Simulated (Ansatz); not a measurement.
## Debugging a many-body input for WS2 (Tungstenite)

Aim: the G0W0 gap of WS2 (Tungstenite). The first input has a fault.

Main program and level: Ansatz 0.2.0; G0W0 on PBE, plane waves, PAW.

## 1. The starting structure

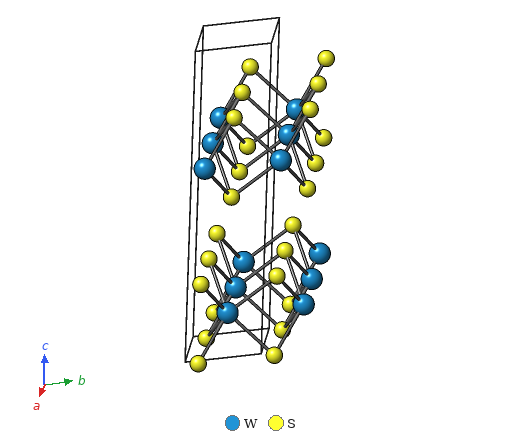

The cell as given, slightly off an axis (tungsten blue, sulfur yellow). 3×2×1 cells are drawn.

The cell and positions come from the Crystallography Open Database and are kept as given unless a step says otherwise. Spin-orbit coupling is left out unless a step names it. The default PAW set here is soft_2. Its files were made with PBE.

## 2. First try

input.yaml

```yaml
crystal:
  lattice:
    - [3.1532, 0.0, 0.0]
    - [-1.5766, 2.7307513032, 0.0]
    - [0.0, 0.0, 12.323]
  atoms:
    - { symbol: W, position: [0.3333333333, 0.6666666667, 0.25] }
    - { symbol: W, position: [0.6666666667, 0.3333333333, 0.75] }
    - { symbol: S, position: [0.3333333333, 0.6666666667, 0.6225] }
    - { symbol: S, position: [0.6666666667, 0.3333333333, 0.1225] }
    - { symbol: S, position: [0.3333333333, 0.6666666667, 0.8775] }
    - { symbol: S, position: [0.6666666667, 0.3333333333, 0.3775] }
kpoints:
  mp_grid: { grid: [1, 1, 1] }
hamiltonian:
  xc: pbe
scf:
  occupations: { method: fixed }
gw:
  n_empty_bands: 111
  ecut_chi: 60
  qp_bands: [v2, c2]
  qp_kpoints: band_edges
  screening: { model: contour_deformation }
```

Run with:

```bash
> ansatz run input.yaml --threads 3 --pin off --max-ram 92160MiB --backend cuda --events-out ev --progress --plain --runs-dir out --devices 1 --max-vram 13GiB  # rebuilt from the run's record
```

Numbers of over 12 decimals in the logs are rounded to 6 here.

What it wrote:

```text
GPUs: using 1 of 1 available (devices: 1).
Engine: ansatz 0.2.0, x86_64-unknown-linux-gnu
Pseudopotentials: kind: paw
Pseudopotential: W, paw, valence charge 14, recommended cutoff 420 eV (normal), W.paw.azcp
Pseudopotential: S, paw, valence charge 6, recommended cutoff 420 eV (normal), S.paw.azcp
Functional definition: PBE
  parameter kappa = 0.804
  parameter beta = 0.066725
  exchange = pbe_x(kappa = kappa, mu = beta*pi^2/3)
  correlation = pbe_c(beta = beta)
device memory: the entry about to start is reckoned to put 0.7 GiB on a device that reports 58.6 GiB free (of which the cap on the GPU budget leaves the run 13.0 GiB)
GPU FFT provider: cuFFT
GPU libraries: cuBLAS 13.8.2, cuFFT 12.4.0, cuSOLVER 12.3.4
Crystal: 6 atoms, lattice volume = 106.108 Å³
Basis set: ecut = 420 eV, 2057 PW (Γ)
Bands: 32, of which v1, the nominal top of the filled ones, is band 26 counted from 1 (25 counted from 0)
Symmetry: 24 space group operations
Space group: P63/mmc (ITA 194), of the structure as read, at distance tolerance 4.7e-5 Å
k-points: 1
Non-local potential: W, projectors of the file, l = 0: 3, l = 1: 2, l = 2: 2, l = 3: 1
Non-local potential: S, projectors of the file, l = 0: 2, l = 1: 2, l = 2: 2
PAW form: soft (Blöchl's): semilocal exchange-correlation on the pseudo side does not see the compensation charge
PAW one-centre angular grid: W, 590 points (default); XC on 64 Gauss nodes
PAW one-centre angular grid: S, 110 points (default); XC on 64 Gauss nodes
Initial density: superposition of atomic densities (neutral atoms: chi_scale 0, normalization atom), corrected by the library's trained network
Initial wavefunctions: pseudopotential atomic-orbital guess
GPU buffer pool allocated for 51840 grid points (all kernels)
GPU transforms: local potential and band sums: pruned to the plane-wave sphere, on 24×24×81
Functional: x = pbe(κ = 0.804, μ = 0.219515), c = pbe(β = 0.066725)
SCF iter   1: F=—  HF=-24368.029062 eV  |F-HF|=—  |Δ(HF+E_count)|=         —  Δρ=1.02e-1  dr2=2.85e1  ethr=1.77e-3  ⟨swp⟩=5.0  Hψ=130  notcnv=0
preconditioner: auto → Resta (q_TF=auto, 2.423 Å⁻¹)  ε∞=8.3  [insulator: Δε(μ)=2.313 eV  Ē_g=8.015 eV  n_scr=26 (ndim 8)  ℏωp=21.6 eV  f_vac=0.016  ε∞_Penn≈8.3]
SCF iter   2: F=—  HF=-24365.192546 eV  |F-HF|=—  |Δ(HF+E_count)|=    2.84e0  Δρ=5.94e-2  dr2=5.78e0  ethr=1.77e-3  ⟨swp⟩=4.0  Hψ=81  notcnv=0  defer=4
SCF iter   3: F=—  HF=-24364.467347 eV  |F-HF|=—  |Δ(HF+E_count)|=   7.25e-1  Δρ=2.60e-2  dr2=6.85e-1  ethr=1.77e-3  ⟨swp⟩=3.0  Hψ=64  notcnv=0
SCF iter   4: F=—  HF=-24364.457531 eV  |F-HF|=—  |Δ(HF+E_count)|=   9.82e-3  Δρ=5.17e-3  dr2=3.85e-2  ethr=1.32e-3  ⟨swp⟩=2.0  Hψ=56  notcnv=0
SCF iter   5: F=—  HF=-24364.460561 eV  |F-HF|=—  |Δ(HF+E_count)|=   3.03e-3  Δρ=1.84e-3  dr2=8.47e-3  ethr=7.40e-5  ⟨swp⟩=2.0  Hψ=48  notcnv=0  defer=4
SCF iter   6: F=—  HF=-24364.462265 eV  |F-HF|=—  |Δ(HF+E_count)|=   1.70e-3  Δρ=5.97e-4  dr2=1.14e-3  ethr=1.63e-5  ⟨swp⟩=3.0  Hψ=52  notcnv=0  defer=4
SCF iter   7: F=—  HF=-24364.462394 eV  |F-HF|=—  |Δ(HF+E_count)|=   1.29e-4  Δρ=1.40e-4  dr2=5.72e-5  ethr=2.19e-6  ⟨swp⟩=2.0  Hψ=44  notcnv=0  defer=4
SCF iter   8: F=—  HF=-24364.462395 eV  |F-HF|=—  |Δ(HF+E_count)|=   1.01e-6  Δρ=2.56e-5  dr2=8.01e-7  ethr=1.10e-7  ⟨swp⟩=2.0  Hψ=54  notcnv=0  defer=2
SCF iter   9: F=-24364.462396 eV  HF=-24364.462396 eV  |F-HF|=1.40e-8  |Δ(HF+E_count)|=   3.60e-7  Δρ=4.78e-6  dr2=2.64e-8  ethr=1.92e-10  ⟨swp⟩=8.0  Hψ=119  notcnv=0
SCF 1 converged in 9 iterations: F = -24364.462396 eV  dr2 = 2.64e-8
[...]
device memory: the entry about to start is reckoned to put 0.8 GiB on a device that reports 58.5 GiB free (of which the cap on the GPU budget leaves the run 13.0 GiB)
NSCF: frozen V_eff on 1 k-points
[...]
device memory: the entry about to start is reckoned to put 1.3 GiB on a device that reports 58.5 GiB free (of which the cap on the GPU budget leaves the run 13.0 GiB)
NSCF: frozen V_eff on 1 k-points
G₀W₀ screening: q 1/1
G₀W₀ self-energy: k 1/1
device memory: the entry about to start is reckoned to put 0.5 GiB on a device that reports 56.5 GiB free (of which the cap on the GPU budget leaves the run 13.0 GiB)
NSCF: frozen V_eff on 1 k-points
device memory: the entry about to start is reckoned to put 0.5 GiB on a device that reports 56.5 GiB free (of which the cap on the GPU budget leaves the run 13.0 GiB)
NSCF: frozen V_eff on 1 k-points
device memory: the entry about to start is reckoned to put 0.5 GiB on a device that reports 56.5 GiB free (of which the cap on the GPU budget leaves the run 13.0 GiB)
NSCF: frozen V_eff on 1 k-points
device memory: the entry about to start is reckoned to put 0.5 GiB on a device that reports 56.4 GiB free (of which the cap on the GPU budget leaves the run 13.0 GiB)
NSCF: frozen V_eff on 1 k-points
device memory: the entry about to start is reckoned to put 0.5 GiB on a device that reports 56.6 GiB free (of which the cap on the GPU budget leaves the run 13.0 GiB)
NSCF: frozen V_eff on 1 k-points
device memory: the entry about to start is reckoned to put 0.5 GiB on a device that reports 56.6 GiB free (of which the cap on the GPU budget leaves the run 13.0 GiB)
NSCF: frozen V_eff on 1 k-points
SCF converged after 9 iterations
Free energy (F): -24364.462396 eV
Harris-Foulkes:  -24364.462396 eV  (|F-HF|=1.40e-8)
Internal energy: -24364.462396 eV  (E = F + TS)
E sigma→0 (E₀):  -24364.462396 eV
Fermi energy:    12.609883 eV
--- Per-component energies (eV) ---
  E_band       = -301.580741
  E_kinetic    = 1376.695800
  E_local      = -3562.694289  (includes V_loc(G=0)·N_el)
  E_nonlocal   = 115.654584
  E_hartree    = 1438.690272
  E_xc         = -929.079896
  E_vxc        = -836.427375  (∫ρ·V_xc dr)
  E_paw        = -19528.963797  (= ΣΔE_a)
  E_vpaw       = -272.195682  (= ΣTr[D̂ρ^β])
  E_aug_tail   = -0.000128  (compensation charges beyond the density's cutoff)
  E_ewald      = -3274.764942
  E_smearing   = -0.000000  (= −TS)
  E_closure    = -0.000000  (closes the sum)
  Σ components = -24364.462396   (vs F -24364.462396, Δ=0.00e0)
--- Band table (eV) ---
  k-point 0: bands = [... 22 lower, 10.1586, 10.5312, 11.4188, 12.6099, 14.5748, 14.5748, 14.6937, 14.6937, ... 2 higher]
--- G₀W₀: contour deformation, 6 samples at zero and on the imaginary axis and 1 off it, 1 q-point, 111 empty bands' worth ---
  eigenvalues of the whole cell's RPA ε∞ on this k-mesh (on a slab, of 1 + 4πα/V) = 5.0832, 28.0825, 28.0825; static W/v taken at q = 0 is 1.126434
  gw.qp_kpoints: band_edges: 1 of 1 stored k-point solved, in 1 pass; an edge of the gap read off the rows below is read off those points alone
    ik  band        ε_KS         Σx   Σc(E_QP)       V_xc       Z   E_QP_lin       E_QP  E_QP is
     0    25     11.4188   -19.1711     3.0132   -16.5748  0.7046    11.8289    11.8357  root
     0    26     12.6099   -19.4030     1.7775   -18.4262  0.7374    13.3943    13.4106  root
     0    27     14.5748   -14.9840    -2.9044   -18.2232  0.7168    14.9138    14.9096  root
     0    28     14.5748   -14.9840    -2.9044   -18.2232  0.7168    14.9138    14.9096  root
```

Run time: 7.1 s. Hardware: 1 × NVIDIA H100 80GB HBM3 (shared by 6 runs) with 3 threads of AMD EPYC 7R13 (Zen 3), shared host; peak memory 1 GiB; 4.4 s of CPU time.

The column dr2 measures how far the density is from self-consistency, as an energy; F and HF (Harris–Foulkes) agree once it is small.

**Diagnosis.**

The run ended normally, though the input holds a fault or crude settings.

The fault: one k-point. One point can't sample the density or the screening of a small cell, and the band edges may lie elsewhere in the zone.

It printed a gap of 1.50 eV, which is an artefact of the settings.

## 3. A better input

G0W0 replaces the xc potential by the self-energy, built once from these orbitals. Only a window of levels is corrected, while the sums run over the empty bands that the input names.

Edit input.yaml of step 2 so:

```diff
@@ -13,3 +13,3 @@
 kpoints:
-  mp_grid: { grid: [1, 1, 1] }
+  mp_grid: { grid: [6, 6, 2] }
 hamiltonian:
@@ -19,4 +19,4 @@
 gw:
-  n_empty_bands: 111
-  ecut_chi: 60
+  n_empty_bands: 442
+  ecut_chi: 150
   qp_bands: [v2, c2]
```

What it wrote:

```text
GPUs: using 1 of 1 available (devices: 1).
[...]
GPU FFT provider: cuFFT
GPU libraries: cuBLAS 13.8.2, cuFFT 12.4.0, cuSOLVER 12.3.4
Crystal: 6 atoms, lattice volume = 106.108 Å³
Basis set: ecut = 420 eV, 2057 PW (Γ)
Bands: 32, of which v1, the nominal top of the filled ones, is band 26 counted from 1 (25 counted from 0)
[... 1 set-up line as in the run before ...]
[...]
k-points: 14 of 72
[...]
GPU buffer pool allocated for 51840 grid points (all kernels)
[...]
SCF iter   1: F=—  HF=-24382.730793 eV  |F-HF|=—  |Δ(HF+E_count)|=         —  Δρ=5.24e-3  dr2=1.40e-2  ethr=1.77e-3  ⟨swp⟩=5.0  Hψ=1824  notcnv=0  defer=34
[...]
SCF iter   6: F=-24382.740073 eV  HF=-24382.740073 eV  |F-HF|=3.11e-8  |Δ(HF+E_count)|=   2.32e-7  Δρ=5.46e-6  dr2=4.66e-8  ethr=1.92e-10  ⟨swp⟩=6.0  Hψ=1449  notcnv=0
SCF 1 converged in 6 iterations: F = -24382.740073 eV  dr2 = 4.66e-8
[...]
0    25     10.5463   -18.2760     0.9662   -16.9847  0.7505    10.2193    10.2211  root
     0    26     11.7724   -19.4998     0.4260   -18.8127  0.7559    11.5107    11.5113  root
     0    27     14.0831   -13.7635    -4.3681   -18.4151  0.7574    14.3679    14.3666  root
     0    28     14.0831   -13.7635    -4.3681   -18.4151  0.7574    14.3679    14.3666  root
     1    25     11.4543   -19.2051     0.6934   -18.2106  0.7563    11.1522    11.1532  root
     1    26     11.4543   -19.2051     0.6934   -18.2106  0.7563    11.1522    11.1532  root
     1    27     14.0758   -13.7199    -4.3442   -18.3391  0.7568    14.3520    14.3508  root
     1    28     14.0758   -13.7199    -4.3442   -18.3391  0.7568    14.3520    14.3508  root
[...]
13    25     11.1204   -18.8566     0.4926   -18.0821  0.7591    10.8376    10.8385  root
    13    26     11.1204   -18.8566     0.4926   -18.0821  0.7591    10.8376    10.8385  root
    13    27     13.0734   -15.7503    -3.9653   -19.9259  0.7569    13.2843    13.2837  root
    13    28     13.0734   -15.7503    -3.9653   -19.9259  0.7569    13.2843    13.2837  root
[key lines of the parts left out:]
SCF converged after 6 iterations
Free energy (F): -24382.740073 eV
Fermi energy:    11.772355 eV
```

Run time: 39 s. Hardware: 1 × NVIDIA H100 80GB HBM3 (shared by 6 runs) with 3 threads; peak memory 1.7 GiB; 65 s of CPU time.

This step gave:

```yaml
bands_summed: 468
rpa_eps_infinity_on_this_mesh_eigenvalues: 5.920, 13.93, 13.93
plane_waves_in_the_screening_matrix: 439
q_points_in_the_mesh: 72
g0w0_gap_on_the_mesh: 1.369 eV
k_of_the_valence_top: 0, 0, 0
k_of_the_conduction_bottom: 0.1667, 0.1667, 0
starting_gap_on_the_mesh: 0.9775 eV
z_at_the_valence_top: 0.7559
z_at_the_conduction_bottom: 0.7674
least_direct_g0w0_gap_on_the_computed_points: 2.316 eV
```

The gap on the mesh goes from 0.98 eV to 1.37 eV, a correction of +0.39 eV. Between the two edge states, bare exchange in place of the xc potential would open the gap by 4.62 eV, and correlation takes back 4.23 eV.

## 4. What came out

```json
{"first try": "converged after 7.1 s", "better run": "G0W0 gap on the mesh 1.37 eV (6×6×2 mesh, 442 empty bands, screening to 150 eV)"}
```

**Reading.** The second run differs in: mesh, empty bands and screening cutoff (eV). Bands and cutoff are finite, so the gap is not at the basis limit. The miss can reach some tenths of an eV and take either sign; the mesh is an error of its own. The 6×6×2 mesh is coarse for this cell (its supercell is 19 Å along the shortest edge). The RPA ε∞ on it, from the PBE start, is 5.92 and 13.93; such meshes misread the long-range screening, most where the gap is narrow. The many-body steps are scalar-relativistic: spin-orbit coupling is not in them.

[Paths, hosts, dates, memory and timing lines, banners, echoed tables and standing remarks are left out of the program output.]

[Logs are printed without paths, hosts, clocks, repeated set-up lines and the standing remarks that a program may print on its own settings, such as how far it seeks lower states.]

[Runs of the session that timed out or met a known fault of the program may be left out.]

[Cells called generated may have been cut or substituted from an entry of the Crystallography Open Database or the Materials Project.]

[Hosts, paths, dates, database ids (printed as entryN), source tags and the programs' standing remarks are cut or masked in the printed files.]
